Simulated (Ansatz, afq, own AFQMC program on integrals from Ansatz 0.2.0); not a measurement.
**BSiH₂ (quartet): quantum Monte Carlo beside coupled cluster at distance Si1–B2 = 3.612 Å, cc-pVDZ**

Aim: compute BSiH₂ (quartet) with auxiliary-field quantum Monte Carlo on the same integrals as coupled cluster, and set the energies side by side.

Program: Ansatz 0.2.0, Gaussian basis, and an in-house AFQMC program (afq) on its integrals; all values are calculated. Level of theory: cc-pVDZ, frozen cores. These are calculated values, not measurements.

The runs, in order: PBE (unrestricted); r2SCAN (unrestricted); PBE0 (unrestricted); B3LYP (unrestricted); wB97M-V (unrestricted); B2PLYP (unrestricted); CCSD(T) on UHF; CCSDT(Q) on UHF; Phaseless AFQMC, CISD trial on UHF.

1 further run of the same task is left out (it didn't finish).

## (1) What is computed

The geometry derives from a PBE0/def2-TZVP stationary point (not a proven minimum). One bond is set to the value named and the two fragments are kept rigid.

4 atoms, charge 0, spin multiplicity 4.

Atoms are counted from 1 here; the program's logs count them from 0.

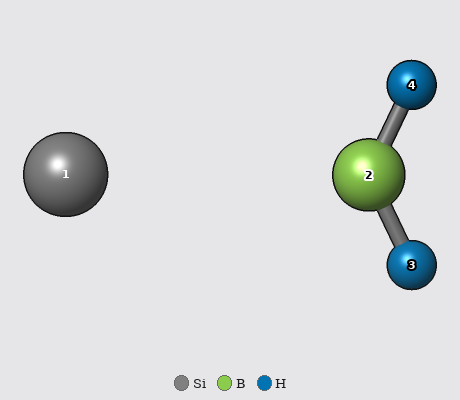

The structure; silicon grey, boron green, hydrogen blue; atoms are numbered from 1 in the order of the file.

As a file:

```
Si    0.00000    0.00000    1.15762
B     0.00000    0.00000   -2.45438
H     0.00000   -1.07595   -2.96543
H     0.00000    1.07595   -2.96543
```

## (2) PBE (unrestricted)

The input, in.yaml:

```yaml
crystal:
  periodic: [false, false, false]
  atoms:
    - {symbol: Si, position_ang: [0.000000, 0.000000, 1.157618]}
    - {symbol: B, position_ang: [0.000000, 0.000000, -2.454382]}
    - {symbol: H, position_ang: [0.000000, -1.075954, -2.965433]}
    - {symbol: H, position_ang: [0.000000, 1.075954, -2.965433]}
basis:
  gaussian: {orbitals: cc-pVDZ}
magnetization: {spin_polarized: true, initial_magnetization: 3}
hamiltonian: {xc: {name: PBE}}
output: {orbitals: {seedname: orbitals}}
```

On the command line:

```console
> ansatz run in.yaml --threads 1 --pin off --events-out ev --progress --plain --max-ram 1382MiB
```

Log:

```text
Functional definition: PBE
  name "PBE"
  cite "Perdew, Burke & Ernzerhof, Phys. Rev. Lett. 77, 3865 (1996) doi:10.1103/PhysRevLett.77.3865"
  parent pbe
  parameter kappa = 0.804
  parameter beta = 0.06672455060314922
  exchange = pbe_x(kappa = kappa, mu = beta*pi^2/3)
  correlation = pbe_c(beta = beta)
508 factors; their error is unknown
mean field evaluation 1: about -8567.3461 eV, gradient 2.0e1 eV
mean field evaluation 2: about -8491.1133 eV, gradient 5.3e1 eV
mean field evaluation 4: about -8574.1181 eV, gradient 4.9e0 eV
mean field evaluation 8: about -8574.5614 eV, gradient 1.6e-2 eV
mean field evaluation 16: about -8574.5409 eV, gradient 2.1e-4 eV
mean field evaluation 32: about -8573.8852 eV, gradient 6.7e-2 eV
mean field evaluation 64: about -8573.8865 eV, gradient 2.5e-1 eV
mean field evaluation 96: about -8574.5362 eV, gradient 5.1e-1 eV
mean field -8574.54092326 eV, -315.1085668972 hartree, gradient 2.4e-5 eV, S^2 3.753549; 16 other end points of the search recorded, 0 dependent functions left out
reference -8574.54095809 eV, -315.1085681773 hartree; 12, 9 occupied and 30, 33 virtual orbitals, 508 factors
Total energy: -8574.54095809 eV, -315.1085681773 hartree
```

Run time: 13 s. Hardware: 1 thread of AMD EPYC (Zen 3), shared host.

From the report: ⟨S²⟩ of the determinant 3.754 (pure quartet: 3.75).

## (3) r2SCAN (unrestricted)

in.yaml: that of step 2 with these lines changed.

```diff
@@ -10,3 +10,2 @@
 magnetization: {spin_polarized: true, initial_magnetization: 3}
-hamiltonian: {xc: {name: PBE}}
-output: {orbitals: {seedname: orbitals}}
+hamiltonian: {xc: {name: r2SCAN}}
```

Launched as before.

Log, shortened:

```text
Functional definition: r2SCAN
  name "r2SCAN"
  cite "Furness, Kaplan, Ning, Perdew & Sun, J. Phys. Chem. Lett. 11, 8208 (2020) doi:10.1021/acs.jpclett.0c02405"
  cite "Furness, Kaplan, Ning, Perdew & Sun, J. Phys. Chem. Lett. 11, 9248 (2020) doi:10.1021/acs.jpclett.0c03077"
  parent r2scan
[...]
508 factors; their error is unknown
[...]
mean field -8578.63704161 eV, -315.2590964701 hartree, gradient 8.0e-6 eV, S^2 3.758139; 8 other end points of the search recorded, 0 dependent functions left out
reference -8578.63705319 eV, -315.2590968958 hartree; 12, 9 occupied and 30, 33 virtual orbitals, 508 factors
Total energy: -8578.63705319 eV, -315.2590968958 hartree
```

It took 19 s on 1 thread of AMD EPYC (Zen 3), shared host.

From the report: ⟨S²⟩ of the determinant 3.758 (pure quartet: 3.75).

## (4) PBE0 (unrestricted)

in.yaml: that of step 3 with these lines changed.

```diff
@@ -10,2 +10,3 @@
 magnetization: {spin_polarized: true, initial_magnetization: 3}
-hamiltonian: {xc: {name: r2SCAN}}
+hamiltonian: {xc: {name: PBE0}}
+output: {orbitals: {seedname: orbitals}}
```

The command is unchanged.

Log, shortened:

```text
Functional definition: PBE0
  name "PBE0"
  cite "Adamo & Barone, J. Chem. Phys. 110, 6158 (1999) doi:10.1063/1.478522"
  cite "Perdew, Burke & Ernzerhof, Phys. Rev. Lett. 77, 3865 (1996) doi:10.1103/PhysRevLett.77.3865"
  parent pbe
[...]
404 factors; integrals over basis functions are off by at most 1.2e-3 eV
[...]
mean field -8575.51340625 eV, -315.1443049879 hartree, gradient 2.1e-5 eV, S^2 3.755153; 3 other end points of the search recorded, 0 dependent functions left out
reference -8575.51343101 eV, -315.1443058980 hartree; 12, 9 occupied and 30, 33 virtual orbitals, 404 factors
Total energy: -8575.51343101 eV, -315.1443058980 hartree
```

Run time: 4.5 s. Hardware: 1 thread of AMD EPYC (Zen 3), shared host.

From the report: ⟨S²⟩ of the determinant 3.755 (pure quartet: 3.75).

## (5) B3LYP (unrestricted)

in.yaml: that of step 4 with these lines changed.

```diff
@@ -10,3 +10,2 @@
 magnetization: {spin_polarized: true, initial_magnetization: 3}
-hamiltonian: {xc: {name: PBE0}}
-output: {orbitals: {seedname: orbitals}}
+hamiltonian: {xc: {name: B3LYP}}
```

Launched as before.

Log, shortened:

```text
Functional definition: B3LYP
  name "B3LYP"
  cite "Stephens, Devlin, Chabalowski & Frisch, J. Phys. Chem. 98, 11623 (1994) doi:10.1021/j100096a001"
  cite "Becke, Phys. Rev. A 38, 3098 (1988) doi:10.1103/PhysRevA.38.3098"
  cite "Lee, Yang & Parr, Phys. Rev. B 37, 785 (1988) doi:10.1103/PhysRevB.37.785"
  cite "Vosko, Wilk & Nusair, Can. J. Phys. 58, 1200 (1980) doi:10.1139/p80-159"
[...]
404 factors; integrals over basis functions are off by at most 1.2e-3 eV
[...]
mean field -8580.66181852 eV, -315.3335056492 hartree, gradient 2.5e-5 eV, S^2 3.753775; 4 other end points of the search recorded, 0 dependent functions left out
reference -8580.66202950 eV, -315.3335134025 hartree; 12, 9 occupied and 30, 33 virtual orbitals, 404 factors
Total energy: -8580.66202950 eV, -315.3335134025 hartree
```

Wall time 6 s (1 thread of AMD EPYC (Zen 3), shared host).

From the report: ⟨S²⟩ of the determinant 3.754 (pure quartet: 3.75).

## (6) wB97M-V (unrestricted)

in.yaml: that of step 5 with these lines changed.

```diff
@@ -10,2 +10,3 @@
 magnetization: {spin_polarized: true, initial_magnetization: 3}
-hamiltonian: {xc: {name: B3LYP}}
+hamiltonian: {xc: {name: wB97M-V}}
+output: {orbitals: {seedname: orbitals}}
```

Launched as before.

Log, shortened:

```text
Functional definition: wB97M-V
  name "wB97M-V"
  cite "Mardirossian & Head-Gordon, J. Chem. Phys. 144, 214110 (2016) doi:10.1063/1.4952647"
  cite "Becke, J. Chem. Phys. 107, 8554 (1997) doi:10.1063/1.475007"
  cite "Vydrov & Van Voorhis, J. Chem. Phys. 133, 244103 (2010) doi:10.1063/1.3521275"
  # Of w^i u^j: cxij and so on, Table III.
[...]
  gx(w, u) = 1 - cx + cx01*u + cx10*w
  gss(w, u) = css00 + css04*u^4 + css10*w + css20*w^2 + css43*w^4*u^3
  gos(w, u) = cos00 + cos10*w + (cos20 + cos21*u)*w^2 + (cos60 + cos61*u)*w^6
[...]
      + integral(e_c_pw_mod_opposite_spin*gos(b97_w_opposite, b97_u_opposite)) + vv10(b, c)
404 factors; integrals over basis functions are off by at most 1.2e-3 eV
149 factors; integrals over basis functions are off by at most 1.7e-5 eV
[...]
mean field -8578.61881098 eV, -315.2584265070 hartree, gradient 3.3e-6 eV, S^2 3.751726; 3 other end points of the search recorded, 0 dependent functions left out
reference -8578.61884625 eV, -315.2584278030 hartree; 12, 9 occupied and 30, 33 virtual orbitals, 404 factors
Total energy: -8578.61884625 eV, -315.2584278030 hartree
```

Run time: 15 s. Hardware: 1 thread of AMD EPYC (Zen 3), shared host.

From the report: ⟨S²⟩ of the determinant 3.752 (pure quartet: 3.75).

## (7) B2PLYP (unrestricted)

in.yaml: that of step 6 with these lines changed.

```diff
@@ -10,3 +10,3 @@
 magnetization: {spin_polarized: true, initial_magnetization: 3}
-hamiltonian: {xc: {name: wB97M-V}}
-output: {orbitals: {seedname: orbitals}}
+hamiltonian: {xc: {name: B2PLYP}}
+correlation: {electrons: outside_noble_gas}
```

Launched as before.

Log, shortened:

```text
Functional definition: B2PLYP
  name "B2PLYP"
  cite "Grimme, J. Chem. Phys. 124, 034108 (2006) doi:10.1063/1.2148954"
  cite "Becke, Phys. Rev. A 38, 3098 (1988) doi:10.1103/PhysRevA.38.3098"
  cite "Lee, Yang & Parr, Phys. Rev. B 37, 785 (1988) doi:10.1103/PhysRevB.37.785"
[...]
404 factors; integrals over basis functions are off by at most 1.2e-3 eV
[...]
mean field -8574.56961063 eV, -315.1096211386 hartree, gradient 6.4e-6 eV, S^2 3.756905; 9 other end points of the search recorded, 0 dependent functions left out
6 core orbitals not correlated: weight in the atoms' cores, before any rotation towards them, 1.000 or more for the frozen orbitals, at most 0.000 for the correlated occupied ones
reference -8574.56974462 eV, -315.1096260627 hartree; 6, 3 occupied and 30, 33 virtual orbitals, 404 factors
second order -3.90912073 eV of doubles, -0.00000000 eV of singles
Total energy: -8575.62520722 eV, -315.1484135977 hartree
```

Wall time 10 s (1 thread of AMD EPYC (Zen 3), shared host).

From the report: ⟨S²⟩ of the determinant 3.757 (pure quartet: 3.75).

## (8) CCSD(T) on UHF

in.yaml: that of step 7 with these lines changed.

```diff
@@ -10,3 +10,2 @@
 magnetization: {spin_polarized: true, initial_magnetization: 3}
-hamiltonian: {xc: {name: B2PLYP}}
-correlation: {electrons: outside_noble_gas}
+correlation: {method: ccsd_t, electrons: outside_noble_gas, hamiltonian_folder: ham}
```

Same command.

Log, shortened:

```text
Functional definition: HF
  name "HF"
  cite "Fock, Z. Phys. 61, 126 (1930) doi:10.1007/BF01340294"
  parent pbe
[...]
404 factors; integrals over basis functions are off by at most 1.2e-3 eV
[...]
mean field -8560.91523259 eV, -314.6078320008 hartree, gradient 3.0e-6 eV, S^2 3.763494; 21 other end points of the search recorded, 0 dependent functions left out
determinant -8560.91523259 eV, -314.6078320008 hartree, with singles and doubles -8565.05821488 eV, -314.7600837918 hartree
determinant -8560.51054789 eV, -314.5929601124 hartree, with singles and doubles -8564.65211862 eV, -314.7451600295 hartree
determinant -8560.49067403 eV, -314.5922297615 hartree, with singles and doubles -8564.63326244 eV, -314.7444670776 hartree
determinant -8559.63558403 eV, -314.5608057837 hartree, with singles and doubles -8563.93546146 eV, -314.7188233646 hartree
[...]
determinant -8558.08284852 eV, -314.5037438061 hartree, with singles and doubles -8562.88524860 eV, -314.6802287539 hartree
determinant -8560.91523259 eV, -314.6078320008 hartree, with singles and doubles -8565.05810146 eV, -314.7600796239 hartree
determinant -8560.51054789 eV, -314.5929601124 hartree, with singles and doubles -8564.65196101 eV, -314.7451542374 hartree
determinant -8560.49067403 eV, -314.5922297615 hartree, with singles and doubles -8564.63349833 eV, -314.7444757465 hartree
6 core orbitals not correlated: weight in the atoms' cores, before any rotation towards them, 1.000 or more for the frozen orbitals, at most 0.000 for the correlated occupied ones
reference -8560.91523259 eV, -314.6078320008 hartree; 6, 3 occupied and 30, 33 virtual orbitals, 404 factors
second order -3.08707340 eV of doubles, -0.00000000 eV of singles
cycle   1  -4.14287175 eV  change   -2.9e-6 eV  update   2.5e-6
perturbative correction -0.06875641 eV, -0.0025267515 hartree
Total energy: -8565.12686075 eV, -314.7626064811 hartree
```

Wall time 21 s (1 thread of AMD EPYC (Zen 3), shared host).

From the report: ⟨S²⟩ of the determinant 3.763 (pure quartet: 3.75); correlation -4.2116 eV; T1 0.013; largest double amplitude 0.09.

This run also writes the integrals to the folder ham.

## (9) CCSDT(Q) on UHF

in.yaml: that of step 8 with these lines changed.

```diff
@@ -10,2 +10,2 @@
 magnetization: {spin_polarized: true, initial_magnetization: 3}
-correlation: {method: ccsd_t, electrons: outside_noble_gas, hamiltonian_folder: ham}
+correlation: {method: ccsdt_q, electrons: outside_noble_gas}
```

The command is unchanged.

Log, shortened:

```text
Functional definition: HF
  name "HF"
  cite "Fock, Z. Phys. 61, 126 (1930) doi:10.1007/BF01340294"
  parent pbe
[...]
769 factors; integrals over basis functions are off by at most 1.4e-7 eV
[...]
mean field -8560.91526832 eV, -314.6078333140 hartree, gradient 3.1e-6 eV, S^2 3.763494; 19 other end points of the search recorded, 0 dependent functions left out
determinant -8560.91526832 eV, -314.6078333140 hartree, with singles and doubles -8565.05824702 eV, -314.7600849731 hartree
determinant -8560.51058087 eV, -314.5929613244 hartree, with singles and doubles -8564.65214945 eV, -314.7451611626 hartree
determinant -8560.49070028 eV, -314.5922307263 hartree, with singles and doubles -8564.63328591 eV, -314.7444679402 hartree
determinant -8559.63563873 eV, -314.5608077939 hartree, with singles and doubles -8563.93551343 eV, -314.7188252747 hartree
[...]
determinant -8560.91526832 eV, -314.6078333140 hartree, with singles and doubles -8565.05813360 eV, -314.7600808049 hartree
determinant -8560.51058087 eV, -314.5929613244 hartree, with singles and doubles -8564.65199165 eV, -314.7451553635 hartree
determinant -8560.49070028 eV, -314.5922307263 hartree, with singles and doubles -8564.63352167 eV, -314.7444766044 hartree
6 core orbitals not correlated: weight in the atoms' cores, before any rotation towards them, 1.000 or more for the frozen orbitals, at most 0.000 for the correlated occupied ones
reference -8560.91526832 eV, -314.6078333140 hartree; 6, 3 occupied and 30, 33 virtual orbitals, 769 factors
second order -3.08708775 eV of doubles, -0.00000000 eV of singles
cycle   1  -3.82964967 eV  change   -7.4e-1 eV  update   7.4e-2
[...]
cycle  22  -4.23939478 eV  change    3.0e-7 eV  update   7.0e-7
perturbative correction -0.00291776 eV, -0.0001072255 hartree
Total energy: -8565.15758085 eV, -314.7637354240 hartree
```

Run time: 52 s. Hardware: 1 thread of AMD EPYC (Zen 3), shared host.

From the report: ⟨S²⟩ of the determinant 3.763 (pure quartet: 3.75); correlation -4.2423 eV; T1 0.017; largest double amplitude 0.09.

## (10) Phaseless AFQMC, CISD trial on UHF

It reads the integrals that the CCSD(T) run on this determinant wrote.

On the command line:

```console
> afq ham --method phaseless --trial cisd --walkers 60 --populations 1 --least-time 40 --time-step 0.005 --steps-per-block 50 --equilibration-blocks 40 --max-blocks 300 --target-error 0.00072 --factor-cut 1e-05 --start spin_pure --seed 4345 --release-times 0.24,0.51,0.99,1.62,2.4 --release-step 0.03 --release-every 4 --taylor-order 6
```

Log:

```text
orbitals 36  electrons 6 3  factors 249 of 404
reference energy -314.60783200 Eh
CCSD correlation -0.15224771 Eh in 15 cycles, weight of the determinant in the CISD state 0.8931
energy of the start -314.759884 Eh
 block  time / (1/Eh)  mean weight  energy / Eh
     1     0.250  0.9992  -314.758337
     2     0.500  0.9981  -314.758375
     3     0.750  0.9992  -314.759526
     4     1.000  0.9997  -314.761123
     5     1.250  0.9998  -314.761975
     6     1.500  1.0000  -314.761781
     7     1.750  1.0003  -314.763049
     8     2.000  1.0006  -314.764497
     9     2.250  1.0013  -314.763405
    10     2.500  0.9998  -314.763770
    11     2.750  1.0017  -314.763782
    16     4.000  1.0008  -314.762985
    21     5.250  0.9986  -314.764188
    26     6.500  1.0019  -314.762608
    31     7.750  0.9986  -314.765874
    36     9.000  1.0019  -314.762507
    41    10.250  1.0010  -314.768084
    46    11.500  0.9989  -314.761209
    51    12.750  1.0004  -314.763244
    56    14.000  0.9988  -314.762805
    61    15.250  0.9997  -314.762717
    66    16.500  0.9987  -314.763086
    71    17.750  1.0002  -314.766481
    76    19.000  1.0025  -314.763811
    81    20.250  0.9987  -314.764455
    86    21.500  0.9978  -314.763018
    91    22.750  1.0002  -314.761318
    96    24.000  0.9987  -314.760172
   101    25.250  1.0015  -314.761170
   106    26.500  1.0000  -314.762726
   111    27.750  1.0001  -314.762555
   116    29.000  0.9994  -314.761750
   121    30.250  0.9979  -314.763354
   126    31.500  1.0021  -314.764881
   131    32.750  0.9988  -314.761937
   136    34.000  0.9966  -314.760993
   141    35.250  0.9986  -314.765423
   146    36.500  1.0000  -314.762382
   151    37.750  1.0007  -314.759869
   156    39.000  0.9993  -314.762571
   161    40.250  0.9993  -314.762484
   166    41.500  0.9985  -314.761670
   171    42.750  0.9996  -314.762097
   176    44.000  0.9983  -314.764753
   181    45.250  1.0011  -314.765125
   186    46.500  0.9980  -314.763695
   191    47.750  1.0004  -314.768732
   196    49.000  0.9994  -314.762827
blocks merged  error / Eh  count
     1  0.000150  160
     2  0.000191  80
     4  0.000224  40
     8  0.000256  20
    16  0.000260  10
released: time / (1/Eh)  energy / Eh  error  mean overlap
  0.24  -314.763257  0.000334  0.9925
  0.51  -314.763330  0.000330  0.9951
  0.99  -314.763495  0.000354  1.0067
  1.62  -314.763694  0.000330  1.0236
  2.40  -314.764348  0.000473  1.0054
energy -314.762961 +/- 0.000256 Eh
```

It took 7.6 min on 1 thread of AMD EPYC (Zen 3), shared host.

Energy -8565.1365 ± 0.0070 eV. Caveats: constraint bias not in the error.

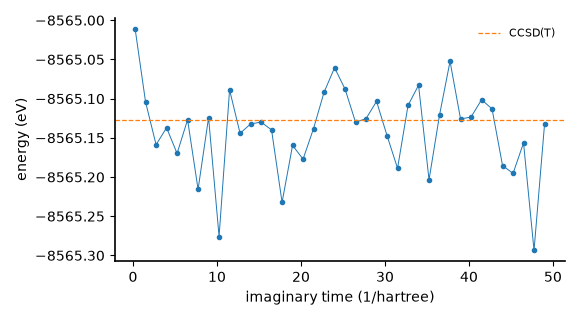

Block energies along the walk.

## (11) All levels side by side

On the UHF determinant, counted from CCSDT(Q) (a yardstick, not exact):

```csv
level,energy (eV),from CCSDT(Q) (kJ/mol),statistical error (kJ/mol),time
HF,-8560.9152,+409.3,,
MP2,-8564.0023,+111.5,,
CCSD,-8565.0581,+9.6,,
CCSD(T),-8565.1269,+3.0,,
CCSDT(Q),-8565.1576,0.0,,
"Phaseless AFQMC, CISD trial, step 0.005, 60 walkers",-8565.1365,+2.0,0.7,7.6 min
```

The functionals' totals stand on their own zeros and serve differences with other points: PBE -8574.541 eV; r2SCAN -8578.637 eV; PBE0 -8575.513 eV; B3LYP -8580.662 eV; wB97M-V -8578.619 eV; B2PLYP -8575.625 eV.

## (12) What came out

| quantity | value |
| --- | --- |
| CCSD(T) on UHF from CCSDT(Q) | +3.0 kJ/mol |
| Phaseless AFQMC, CISD trial on UHF from CCSDT(Q) | +2.0 ± 0.7 kJ/mol |

What this shows: On UHF the phaseless walk with the CISD trial lies +2.0 kJ/mol from CCSDT(Q), 3 times its error bar. Error bars are statistical and leave out the constraint, the time step and what remains of the start.
